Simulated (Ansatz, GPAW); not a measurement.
# Y2COS MXene monolayer: simulated STM images, part 3 of 3

Wanted: filled- and empty-state images of Y2COS MXene monolayer, with its work function.

GPAW 26.7.0 and Ansatz 0.2.0; Ansatz plane waves; layer without images along its normal, relaxation of atoms and in-plane cell (the session's first sound run).

So far, upper work function (eV): step 3 (the slab's potential) 5.14.

**4. A second plane-wave code**

A second program with its own datasets checks the number independently.

This step: Ansatz plane waves; slab in vacuum with a dipole correction (Ansatz 0.2.0).

File input.yaml:

```yaml
crystal:
  lattice:
    - [3.6364901778, 0.0, 0.0]
    - [-1.8182450889, 3.1492928746, 0.0]
    - [0.0, 0.0, 35.5944406225]
  atoms:
    - { symbol: S, position: [0.3333333333, 0.6666666667, 0.2575684032] }
    - { symbol: "Y", position: [0.6666666667, 0.3333333333, 0.3030216373] }
    - { symbol: C, position: [0.0, 0.0, 0.3416629605] }
    - { symbol: "Y", position: [0.3333333333, 0.6666666667, 0.3919577529] }
    - { symbol: O, position: [0.6666666667, 0.3333333333, 0.4109693459] }
kpoints:
  mp_grid: { grid: [9, 9, 1] }
hamiltonian:
  xc: pbe
scf:
  occupations: { method: fermi_dirac, width: 0.05 }
efield:
  axis: 3
  dipole_correction: true
  ramp_width: 0.05
output:
  forces: true
  band_densities: [{ e_range: [-0.5, 0] }, { e_range: [0, 0.5] }]
  write_potential: true
  write_density: true
  volumetric_format: npy
  elf: true
```

The run is started by

```console
ansatz run input.yaml --threads 4 --pin off --max-ram 8192MiB --backend cpu --events-out ev --progress --plain --runs-dir out
```

Numbers of over 12 decimals in the logs are rounded to 6 here.

The log of the run:

```text
[...]
Crystal: 5 atoms, lattice volume = 407.641 Å³
Basis set: ecut = 420 eV, 7871 PW (Γ), exchange–correlation on 50×50×480 points (8 copies of the dense FFT grid, shifted against one another)
Bands: 24, of which v1, the nominal top of the filled ones, is band 19 counted from 1 (18 counted from 0)
Symmetry: 6 space group operations
[...]
k-points: 12 of 81 (time reversal used)
[...]
SCF iter   1: F=—  HF=-9421.483896 eV  |F-HF|=—  |Δ(HF+E_count)|=         —  Δρ=3.72e-3  dr2=7.42e-1  ethr=1.77e-3  p=0.184 e·Å  D=8.15e-2 V/Å  ΔV_dip=-2.90 eV  dr2_dipole=1.53e-1  V_vac-E_F(+/−)=4.31/7.21 eV  ⟨swp⟩=8.2  Hψ=1635  notcnv=0
efield: sawtooth ramp at fractional position 0.8093 (placed from the atoms, in the widest stretch of the axis that holds none; the zero of the levels goes with the place), width 0.0500; the density the first Hamiltonian is built on has a dipole p = 0.184 e·Å; the dipole correction subtracts the counter field D = 8.15e-2 V/Å, which shifts the + side's vacuum level by -2.90 eV against the − side's; the planar-averaged density in the ramp window peaks in size at 1.7e-7 e/Å³
[...]
SCF iter   2: F=—  HF=-9421.447028 eV  |F-HF|=—  |Δ(HF+E_count)|=   3.69e-2  Δρ=1.83e-3  dr2=1.25e-1  ethr=1.77e-3  p=0.129 e·Å  D=5.74e-2 V/Å  ΔV_dip=-2.04 eV  dr2_dipole=2.21e-2  V_vac-E_F(+/−)=4.89/6.93 eV  ⟨swp⟩=2.0  Hψ=399  notcnv=0
[...]
SCF iter  10: F=-9421.435622 eV  HF=-9421.435622 eV  |F-HF|=5.40e-8  |Δ(HF+E_count)|=   1.09e-7  Δρ=1.80e-6  dr2=1.76e-8  ethr=2.63e-10  p=0.105 e·Å  D=4.66e-2 V/Å  ΔV_dip=-1.66 eV  dr2_dipole=6.39e-10  V_vac-E_F(+/−)=5.13/6.79 eV  ⟨swp⟩=13.8  Hψ=2368  notcnv=0
SCF 1 converged in 10 iterations: F = -9421.435622 eV  dr2 = 1.76e-8
[...]
WARN: The output density's exchange-correlation potential varies sharply where the density is thin. Do not read a vacuum level from v_tot or v_xc, or from such a field of the output density. On a cell that repeats whose density bears no net charge and no dipole along the vacuum's axis use v_es (v_loc + v_h of the components); under efield.dipole_correction with no amplitude use v_es + v_field, which holds any externa [...]
SCF converged after 10 iterations
Free energy (F): -9421.435622 eV
[...]
Internal energy: -9421.397234 eV  (E = F + TS)
E sigma→0 (E₀):  -9421.416428 eV
Entropy (-TS):   -0.038389 eV (-7.678 meV/atom)
Fermi energy:    -2.841295 eV
Dipole field:    D = 0.046597 V/Å  (p = 0.104972 e·Å, saw-weighted, corrected)
Work function:   Φ+ = 5.1273 eV   Φ− = 6.7859 eV
Levels:          The Fermi level and band energies are counted from a zero that moves with the ramp; work functions are not
[...]
--- Forces (eV/Å), atoms counted from 1 ---
  atom   1  S      0.00000000     0.00000000     0.00066758
  atom   2  Y     -0.00000000    -0.00000000     0.00008922
  atom   3  C      0.00000000    -0.00000000     0.00065175
  atom   4  Y      0.00000000    -0.00000000    -0.00276431
  atom   5  O     -0.00000000     0.00000000     0.00132622
  max |Σ_I F_I| component: 2.96e-5 eV/Å
--- Band table (eV; the first three rows and the last of 12) ---
  k-point 0: bands = [... 15 lower, -3.6475, -3.6475, -2.8637, -1.9265, -1.9265, 0.9933, 1.2060, 1.3085, ... 1 higher]
  k-point 1: bands = [... 15 lower, -3.9747, -3.6204, -2.6647, -2.4514, -2.1259, 0.9162, 1.2415, 1.4248, ... 1 higher]
  k-point 2: bands = [... 15 lower, -4.2990, -3.6056, -3.5021, -2.5366, -2.4563, 0.4450, 1.6070, 1.7465, ... 1 higher]
  k-point 11: bands = [... 15 lower, -4.5658, -4.2526, -3.9467, -3.5128, -3.1438, 1.0208, 1.9713, 2.1260, ... 1 higher]
--- Band densities, each state counted as filled ---
  window                                       electrons  max residual (eV)  cut levels
  e_range: [-0.5, 0]                            2.296296             4.8e-9           0
  e_range: [0, 0.5]                             1.481481             6.6e-6           0
```

It took 3.6 s on 4 threads of Intel Xeon Platinum 8375C at 2.90GHz (Ice Lake), shared host; peak memory 0.94 GiB.

The column dr2 measures how far the density is from self-consistency, as an energy; F and HF (Harris–Foulkes) agree once it is small.

This step gave:

```
upper work function             : 5.127 eV
lower work function             : 6.786 eV
dipole along the normal         : 0.1050 e·Å
dipole field                    : 0.04660 V/Å
vacuum level above              : 2.286 eV
vacuum level below              : 3.945 eV
corrugation e range -0.5 0 3    : 0.5038 Å
decay e range -0.5 0            : 1.294 Å⁻¹
apparent barrier e range -0.5 0 : 6.384 eV, hbar² kappa² / 2m (holds the in-plane momentum too)
corrugation e range 0 0.5 3     : 0.1478 Å
decay e range 0 0.5             : 1.134 Å⁻¹
apparent barrier e range 0 0.5  : 4.902 eV, hbar² kappa² / 2m (holds the in-plane momentum too)
```

Table of electrostatic potential energy of an electron (with the applied field's), less the Fermi level, planar mean by z:

```
z (Å)  electrostatic potential energy of an electron (with the applied field's), less the Fermi level, planar mean (eV)
    0                                                                                                              6.79
    2                                                                                                              6.79
    4                                                                                                              6.79
    6                                                                                                              6.78
    8                                                                                                              5.82
   10                                                                                                             -3.93
   12                                                                                                             -4.37
   14                                                                                                             -12.2
   16                                                                                                              4.83
   18                                                                                                              5.13
   20                                                                                                              5.13
   22                                                                                                              5.13
   24                                                                                                              5.13
   26                                                                                                              5.13
   28                                                                                                              5.13
   30                                                                                                              6.24
   32                                                                                                              6.79
   34                                                                                                              6.79
```

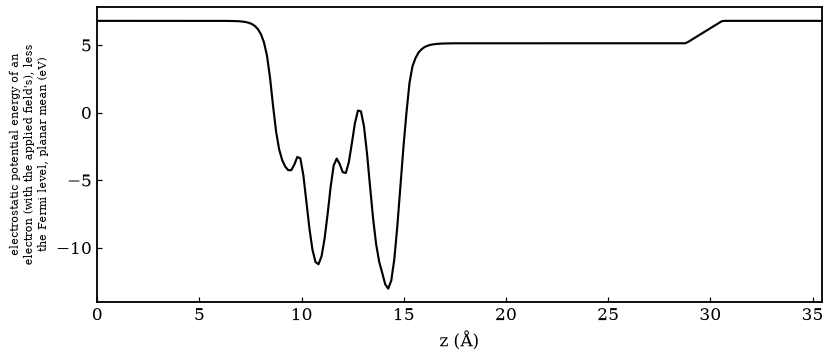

Electrostatic potential energy of an electron (with the applied field's), less the Fermi level, planar mean against z.

The valence density, planar mean by z:

```csv
z (Å),"valence density, planar mean (e/Å³)"
5,3.6e-6
10,0.361
15,0.433
20,0
```

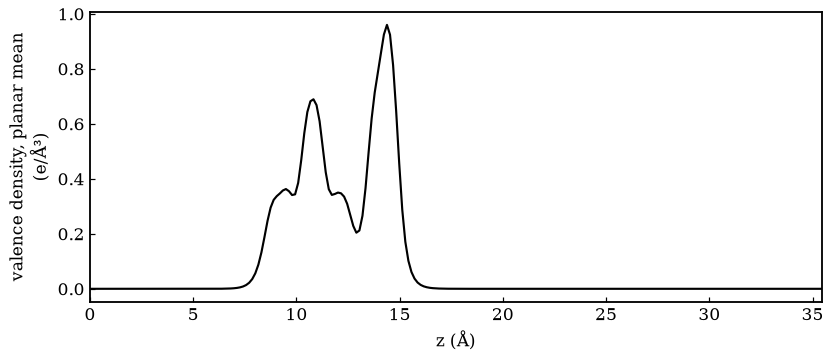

Valence density, planar mean against z.

E_range_-0.5_0. Table of planar mean of the window's density by height over the top atom:

```
height over the top atom (Å)  planar mean of the window's density (e/Å³)
                         1.5                                      5.3e-4
                         2.0                                      1.4e-4
                         2.5                                      3.7e-5
                         3.0                                      1.0e-5
                         3.5                                      2.7e-6
                         4.0                                      7.5e-7
                         4.5                                      2.1e-7
                         5.0                                      5.7e-8
                         5.5                                      1.6e-8
                         6.0                                      4.6e-9
                         6.5                                      1.3e-9
                         7.0                                     3.8e-10
                         7.5                                     1.1e-10
```

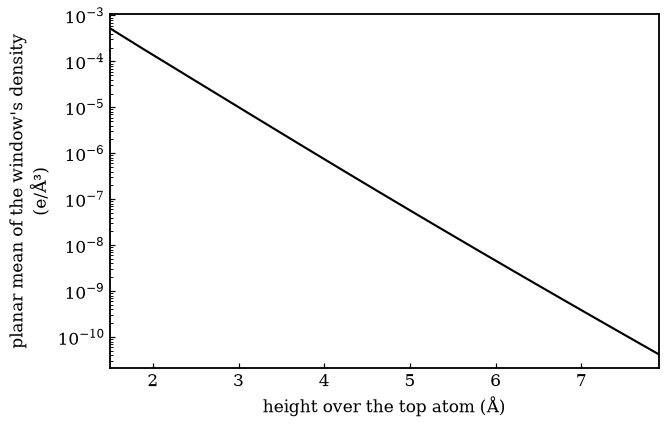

Planar mean of the window's density, plotted against height over the top atom.

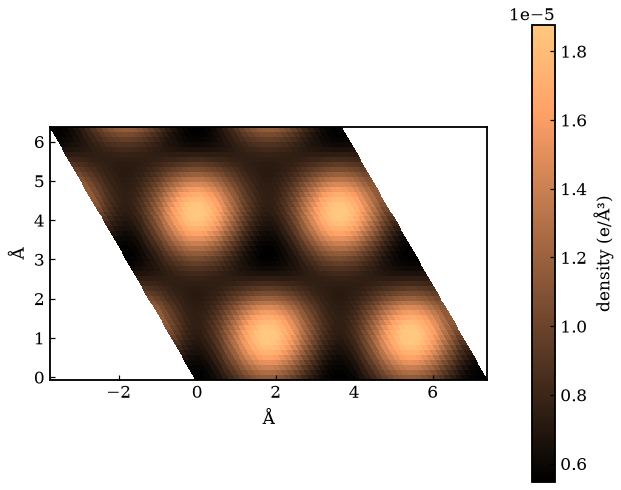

Density over a1 and a2. Constant height 3 Å over the top atom, window e_range_-0.5_0. The cell is repeated, with its origin at the lower left corner.

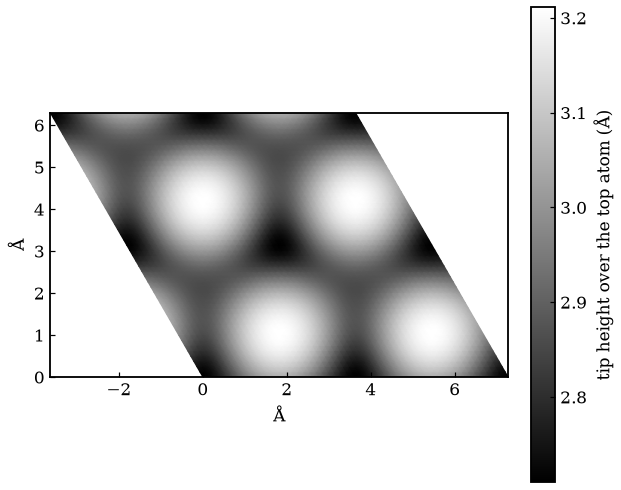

Tip height over the top atom over a1 and a2. Constant current at the density 1.012e-05 e/Å^3, window e_range_-0.5_0. The cell is repeated, with its origin at the lower left corner.

E_range_0_0.5. Planar mean of the window's density against height over the top atom:

```
height over the top atom (Å)  planar mean of the window's density (e/Å³)
                        1.50                                      1.9e-4
                        1.90                                      7.9e-5
                        2.50                                      2.2e-5
                        2.90                                      9.4e-6
                        3.50                                      2.5e-6
                        3.90                                      1.0e-6
                        4.50                                      2.6e-7
                        4.90                                      1.0e-7
                        5.50                                      2.6e-8
                        5.90                                      1.0e-8
                        6.50                                      2.5e-9
                        6.90                                     9.9e-10
                        7.50                                     2.5e-10
                        7.90                                     9.7e-11
```

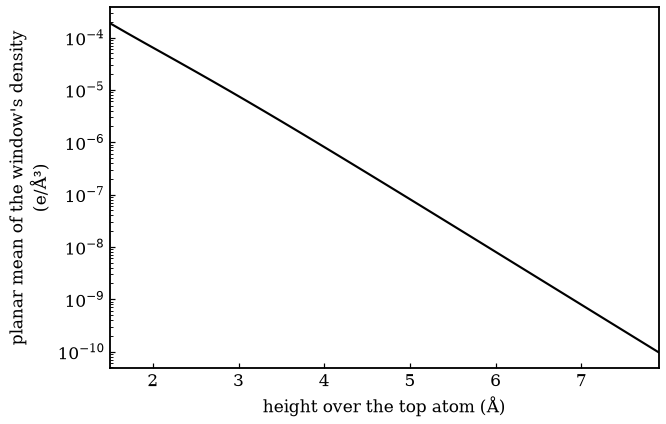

Planar mean of the window's density against height over the top atom.

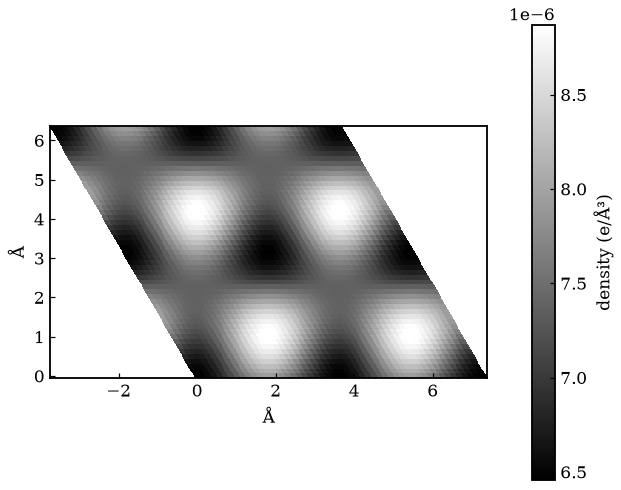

Density over a1 and a2. Constant height 3 Å over the top atom, window e_range_0_0.5. The cell is repeated, with its origin at the lower left corner.

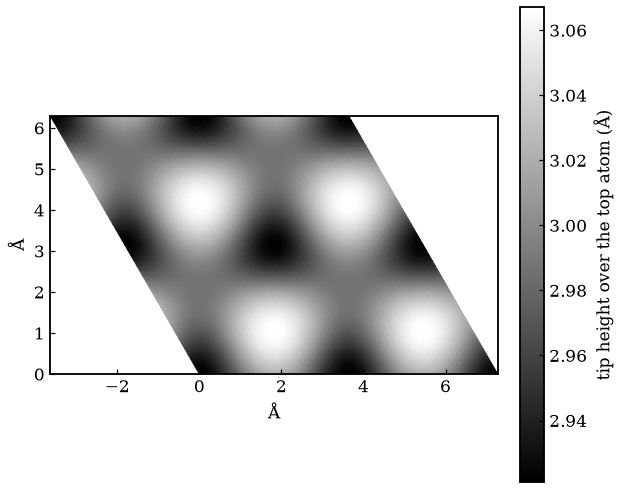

Tip height over the top atom over a1 and a2. Constant current at the density 7.584e-06 e/Å^3, window e_range_0_0.5. The cell is repeated, with its origin at the lower left corner.

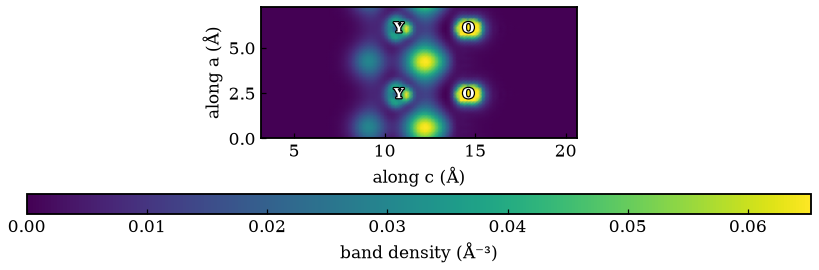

Band density in the ca plane at fractional y = 0.333, with atoms of Y and O within 0.2 Å of it. The far vacuum is left out of the map.

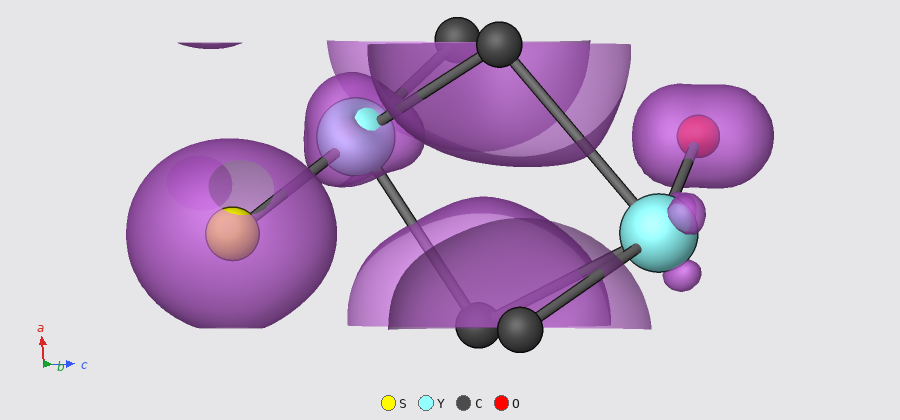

Surface of band density = 0.029 Å⁻³, which holds about 70 % of the integral of its size.

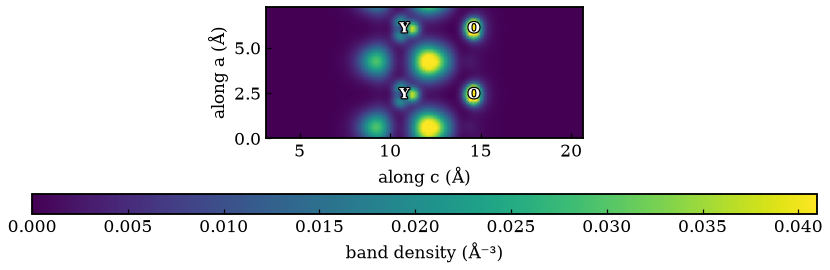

Band density in the ca plane at fractional y = 0.333, with atoms of Y and O within 0.2 Å of it. The far vacuum is left out of the map.

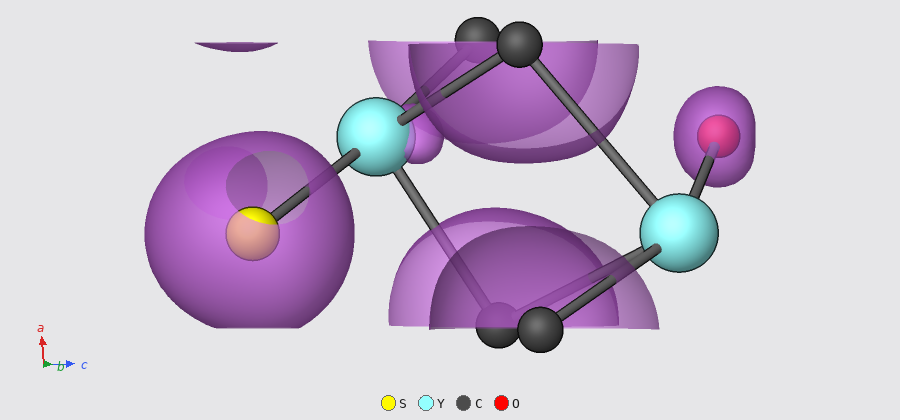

Surface of band density = 0.022 Å⁻³, which holds about 70 % of the integral of its size.

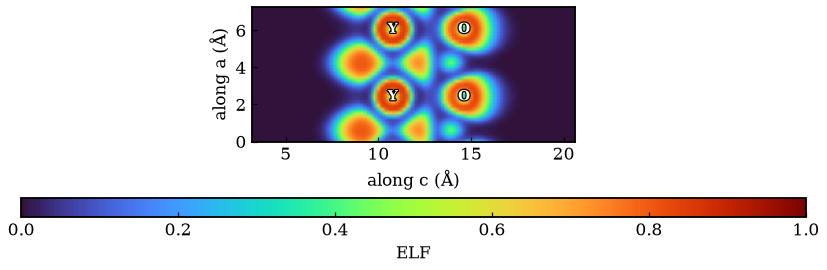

ELF in the ca plane at fractional y = 0.333, with atoms of Y and O within 0.2 Å of it. It is the smooth field of the valence electrons, not physical close to the nuclei. The far vacuum is left out of the map.

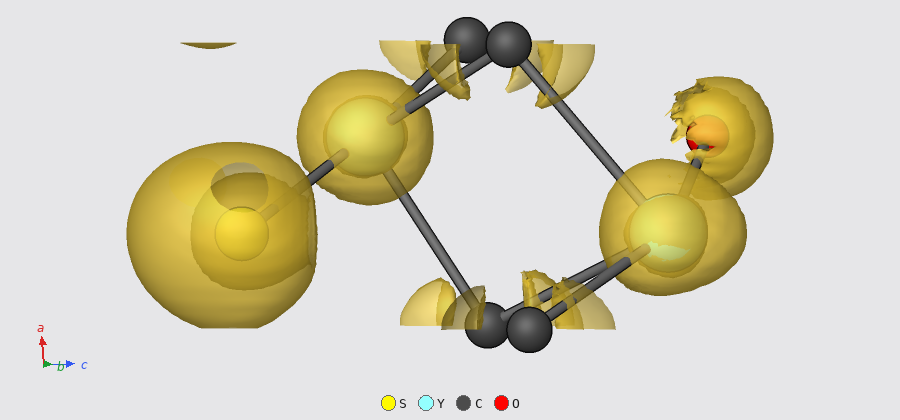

Surface of ELF = 0.82.

The upper face's work function is 5.127 eV, against 5.142 eV in the first plane-wave PBE run at this geometry.

**5. Side by side**

Results and costs are gathered.

This step: comparison of work functions, dipole and cost (GPAW 26.7.0).

Ladder, by row:

```csv
step,code,"work function, upper (eV)","work function, lower (eV)",dipole (e Å),wall time (s),peak memory (GiB),threads
pw,GPAW,5.142,6.793,0.1044,100.8,0.56,1
ansatz,Ansatz,5.127,6.786,0.105,3.61,0.938,4
```

**6. A changed run**

One more run, with changed settings.

This step: GPAW, PAW setups; slab in vacuum (GPAW 26.7.0).

File run.py:

```python
import json
import numpy as np
from ase import Atoms
from gpaw import GPAW, PW

slab = Atoms(
    ['S', 'Y', 'C', 'Y', 'O'],
    positions=[
        [0.00000, 2.09953, 9.00000],
        [1.81825, 1.04976, 10.61788],
        [-0.00000, -0.00000, 11.99330],
        [0.00000, 2.09953, 13.78351],
        [1.81825, 1.04976, 14.46022]],
    cell=[[3.63649, 0.0, 0.0], [-1.81825, 3.14929, 0.0], [0.0, 0.0, 23.4602]],
    pbc=[True, True, False])

slab.calc = GPAW(mode=PW(500), xc='PBE', kpts={'size': (9, 9, 1), 'gamma': True},
                 occupations={'name': 'fermi-dirac', 'width': 0.05}, nbands='80%',
                 convergence={'density': 1e-05}, maxiter=75,
                 poissonsolver={'dipolelayer': 'xy'},
                 symmetry={'tolerance': 1e-3}, txt='slab.txt')
result = {}
energy = slab.get_potential_energy()
fermi = slab.calc.get_fermi_level()
v = slab.calc.get_electrostatic_potential().mean((0, 1)) - fermi
n = slab.calc.get_pseudo_density().mean((0, 1))
L = slab.cell[2, 2]
z = np.arange(len(v)) * L / len(v)
low, high = slab.positions[:, 2].min(), slab.positions[:, 2].max()
below, above = np.interp([low - 6.8, high + 6.8], z, v)
slopes = [np.interp(x, z, np.gradient(v, z)) for x in (low - 6.8, high + 6.8)]
eps = np.array([[slab.calc.get_eigenvalues(k, s) for k in range(len(slab.calc.get_ibz_k_points()))]
                for s in range(slab.calc.get_number_of_spins())]) - fermi
top, bottom = eps[eps < 0].max(), eps[eps > 0].min()
dipole = slab.get_dipole_moment()[2]
print(f'energy {energy:.4f} eV, Fermi level {fermi:.4f} eV, dipole {dipole:.5f} e A')
print(f'potential 6.8 A off the faces, from the Fermi level: lower {below:.4f} eV, upper {above:.4f} eV')
print(f'slope of the potential there: lower {slopes[0]:.5f}, upper {slopes[1]:.5f} eV/A')
print(f'nearest levels on the mesh: {top:.4f} and {bottom:.4f} eV')
print('magnetic moment', round(slab.get_magnetic_moment(), 3))
result.update(energy=energy, fermi=fermi, dipole=dipole, below=below, above=above, slopes=slopes, edges=[top, bottom],
              z=z.tolist(), v=v.tolist(), n=n.tolist(), positions=slab.positions.tolist(),
              forces=slab.get_forces(apply_constraint=False).tolist(), moments=slab.get_magnetic_moments().tolist())
json.dump(result, open('result.json', 'w'))
```

The run is started by

```console
OMP_NUM_THREADS=1 OPENBLAS_NUM_THREADS=1 python run.py
```

The log of the run:

```text
ValueError: Too few bands!  Electrons: 38.0, bands: 80%
```

Elapsed: 0.95 s, on 1 thread; peak memory 0.11 GiB.

The program refused the input before any cycle.

The program's message: “ValueError: Too few bands! Electrons: 38.0, bands: 80%”

The change that led to it: nbands = "80 % of the filled bands".

**7. Summary of results**

```
work function, upper and lower face : 5.142 and 6.793 eV
dipole along the normal             : 0.104 e Å
corrugation at -0.5 V               : 0.542 Å
corrugation at 0.5 V                : 0.164 Å
```

**Reading.** The corrugation at constant current is largest at -0.5 V, where the tip height varies by 0.54 Å over the cell. Negative sample bias images filled states, positive bias empty ones. The two faces differ by 1.7 eV, the step that the slab's dipole makes (e p/(ε0 A) gives 1.6 eV), so the dipole layer is needed. The two plane-wave codes differ by 0.015 eV on the upper face. The images are of Tersoff-Hamann type: an s-wave tip, no tip-sample forces, heights closer than in a microscope. Ansatz gives corrugations of 0.50 Å at -0.5 V (GPAW 0.54) and 0.15 Å at 0.5 V (GPAW 0.16). GPAW's time includes a further run over the whole zone for the images, so the two times are not like for like. The starting lattice was a guess from atomic radii; the relaxation moved it by 5 %. The layer's cell and atoms come from the relaxation; spin-orbit coupling and temperature are left out.

[Logs are printed without paths, hosts, clocks, repeated set-up lines and the standing remarks that a program may print on its own settings, such as how far it seeks lower states.]

[Hosts, paths, dates, database ids (printed as entryN), source tags and the programs' standing remarks are cut or masked in the printed files.]
